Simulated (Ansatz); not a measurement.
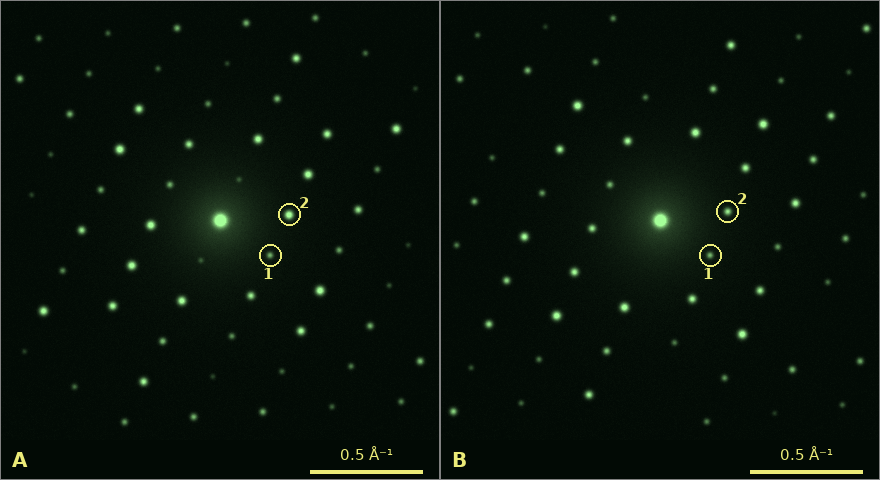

Kinematic electron diffraction patterns (120 kV, B = 0.5 Å², same scale) along [011] of the run's own cell, for the start and the end of one relaxation of Sn3Sb2Au3 with Ansatz 0.2.0, DFT, PAW plane waves, r2scan. k mesh 5×5×5. The start is a generated model structure, and the relaxation ends in the nearest stationary point of its symmetry, not necessarily the ground state. Spot 1 is 0 -1 1 and spot 2 is 1 -1 1 in both.

Start structure:

```
Sn Au Sb
1.0
     5.92638    0.00000    0.00000
    -2.96319    5.13239    0.00000
    -2.96319    1.71080    6.85896
Sn Au Sb
3 3 2
Direct
  0.50000 0.50000 0.50000
  0.08070 0.91930 0.24210
  0.91930 0.08070 0.75790
  0.50000 0.00000 0.00000
  0.00000 0.50000 0.00000
  0.50000 0.50000 0.00000
  0.24230 0.75770 0.72690
  0.75770 0.24230 0.27310
```

Which pattern belongs to the start structure, and which to the relaxed one?

A is the start: its cell gives d(1) = 3.633 Å, d(2) = 3.211 Å and an angle of 39.4°. B is the relaxed structure, with d(1) = 3.634 Å (+0.0 %), d(2) = 3.258 Å (+1.5 %) and 42.3°.

Name reflections whose intensity changes strongly on relaxation.

0 3 -3 fades out of sight; 4 -1 1 comes into sight; 2 -3 3 goes from 0.33 to 12 % of the strongest spot; 3 -2 2 goes from 5.6 to 26 % of the strongest spot; 1 -1 1 goes from 94 to 34 % of the strongest spot.

What did the relaxation do to the structure and the energy?

The volume changed by -5.0 % to 24.78 Å³ an atom; with the mean shift removed, the atoms moved by up to 0.41 Å relative to the cell (Sb most); the space group stayed R-3m (No. 166); the free energy fell by 200 meV an atom. Relaxed cell: a = 5.579 Å, b = 5.579 Å, c = 8.028 Å, α = 69.67°, β = 110.33°, γ = 120.00°.
